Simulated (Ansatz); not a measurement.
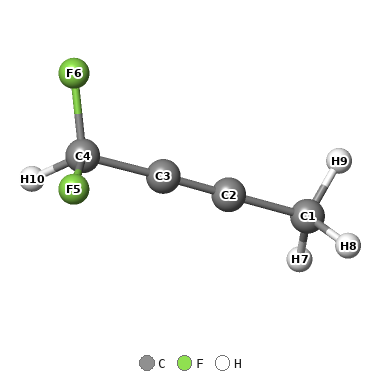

The system is C4H4F2, SMILES CC#CC(F)F; the picture shows the reference structure. The first coordinate is: angle C1–C2–C3 (carried through 180); the second: change of the bonds C2–C1, C2–C3, all alike. Nothing is relaxed (all other coordinates rigid). The grid has 15 × 15 points. Points are written as (first, second). Energies: kJ/mol, counted from the lowest grid point. The calculation used Ansatz, RKS PBE0-D4/def2-SVP.

Its coordinates:

```yaml
atoms:
  - { symbol: C, position_ang: [-0.4823, -1.6186, 1.2173] }
  - { symbol: C, position_ang: [-0.1322, -0.4965, 0.3673] }
  - { symbol: C, position_ang: [0.1473, 0.4446, -0.3408] }
  - { symbol: C, position_ang: [0.5378, 1.5632, -1.1977] }
  - { symbol: F, position_ang: [-0.1751, 1.5602, -2.3459] }
  - { symbol: F, position_ang: [0.3135, 2.7433, -0.5783] }
  - { symbol: H, position_ang: [0.3381, -2.3510, 1.2642] }
  - { symbol: H, position_ang: [-1.3781, -2.1327, 0.8365] }
  - { symbol: H, position_ang: [-0.6957, -1.2792, 2.2425] }
  - { symbol: H, position_ang: [1.6096, 1.5155, -1.4621] }
```

Range: angle C1–C2–C3 (carried through 180) from 140.0 to 220.0°; change of the bonds C2–C1, C2–C3, all alike from −0.146 to 0.226 Å.

What landscape does the calculation give?

The lowest grid point is at (180.0°, 0.013 Å). No other kind of well shows on this grid. The highest grid point, (220.0°, −0.146 Å), lies 300 kJ/mol above the lowest. Round the minimum the two coordinates are nearly uncoupled.

```tsv
second ↓, first →	140.0	145.7	151.4	157.1	162.9	168.6	174.3	180.0	185.7	191.4	197.1	202.9	208.6	214.3	220.0
0.226	260	255	251	247	244	242	241	241	241	242	244	246	249	253	259
0.200	221	214	209	204	201	199	197	197	197	198	201	204	208	213	219
0.173	182	174	168	163	159	156	155	154	154	156	159	163	167	174	181
0.146	147	138	131	125	120	117	115	115	115	117	120	125	131	138	147
0.120	117	107	99	92	87	84	81	81	82	84	87	93	99	108	118
0.093	92	80	71	64	58	54	51	50	51	54	58	64	72	81	93
0.067	73	60	50	41	35	30	28	27	28	31	36	42	51	62	75
0.040	60	46	35	25	18	13	10	9	11	14	19	27	37	49	63
0.013	56	41	28	18	10	4	1	0	1	5	11	20	30	44	60
−0.013	62	45	31	19	11	5	1	0	2	6	12	22	34	48	66
−0.040	78	60	45	32	23	16	12	11	13	17	25	35	48	64	83
−0.067	108	88	71	58	48	40	36	35	37	42	50	61	76	93	114
−0.093	151	130	112	97	86	78	73	72	74	80	89	101	116	135	158
−0.120	213	190	170	155	142	134	129	128	130	136	145	159	176	196	220
−0.146	291	266	245	229	215	206	201	200	202	209	219	233	251	273	300
```

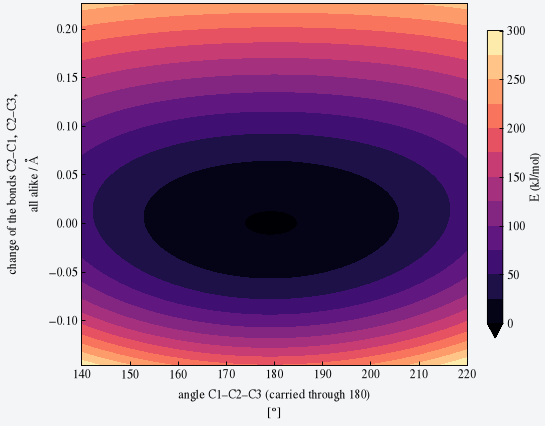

The picture shows filled contours. Between grid points the surface is interpolated.

Time for the 225 points that were run: 15 min on 1 thread of Arm Neoverse V2 (shared host).
